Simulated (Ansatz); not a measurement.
# ClF2HOTi···HBr: what the fields show

| atom | x (Å) | y (Å) | z (Å) |
| --- | --- | --- | --- |
| Ti | 0.1681 | -0.0001 | -0.0135 |
| Cl | 0.3667 | -0.0136 | 2.3182 |
| O | 1.8198 | -0.0745 | -0.6625 |
| H | 2.3454 | -0.8883 | -0.7880 |
| F | -0.5401 | 1.4724 | -0.6362 |
| F | -0.6274 | -1.4553 | -0.5711 |
| Br | -3.3445 | 0.0355 | 1.3080 |
| H | -2.2009 | -0.0283 | 2.2871 |

Not at a stationary point (largest force 1.2 eV/Å).

The calculation used RKS revPBE/def2-SVP in Ansatz.

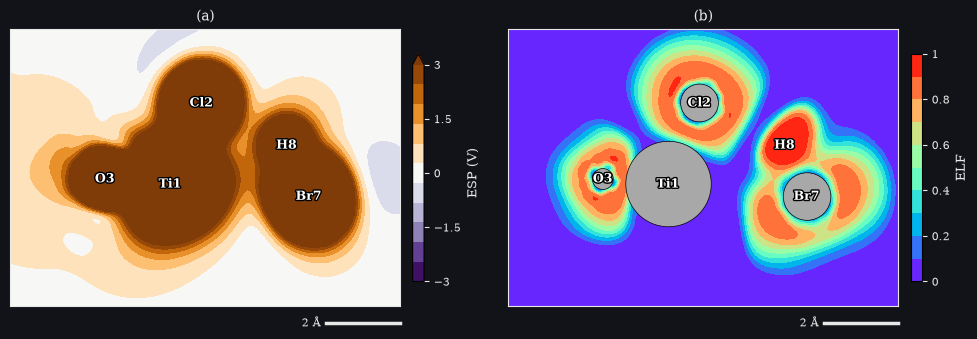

Figure 1. (a) electrostatic potential; (b) electron localisation function on the plane of atoms Cl2, Ti1 and O3. Grey discs cover the atomic cores in the ELF map.

Describe what can be read from this map.

Answer.
- The section cuts through Ti, Cl, O, Br and H sites.
- Cl2···H8 (2.57 Å): the ELF dips to about 0.10 between them.
- Ti–O (1.78 Å): the ELF peaks at about 0.85 in the valence shell of O, 0.6 Å from its nucleus, and drops to about 0.30 between the two atoms.
- Ti–Cl (2.34 Å): the ELF peaks at about 0.90 in the valence shell of Cl, 0.8 Å from its nucleus, and is about 0.35 at the midpoint.
- Br–H (1.51 Å): the ELF climbs to about 1 towards the hydrogen, as it does in any bond to H.
- The ELF also peaks beside Br7, away from the bonds: lone-pair regions.
- Outside the dense part of the complex the potential is most negative (−0.5 V) near Br7.

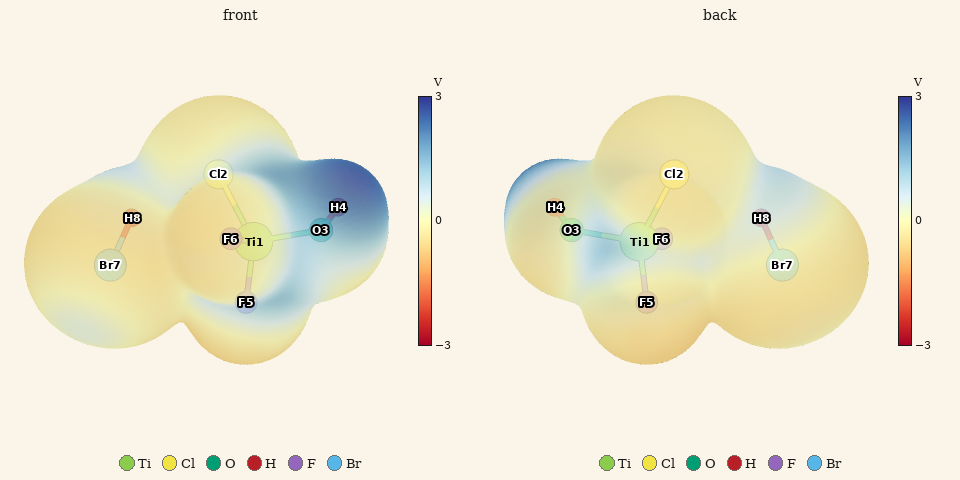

Figure 2. The molecular electrostatic potential painted on the density surface at 0.001 e/bohr³, seen from the front and from behind; the colour scale runs from red (negative) to blue (positive).

Which sites attract a positive test charge, and which a negative one?

Answer. A positive charge is drawn to the negative regions and a negative charge to the positive ones. The most negative region (about −0.7 V) lies over F5, the most positive (about +2.6 V) over H4. Br7 shows a σ-hole: about +0.4 V at the tip opposite its bond, against about −0.5 V on its flanks.

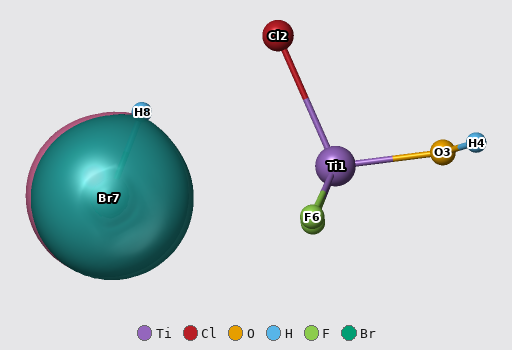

Figure 3. The HOMO at ±0.1 Å⁻³ᐟ² (teal and pink are the two phases), seen at a tilt.

Where does this orbital lie, and at what energy?

Answer. It lies mainly on Br7 (about 95 %); largely a lone pair of Br7. Its energy is −7.02 eV.
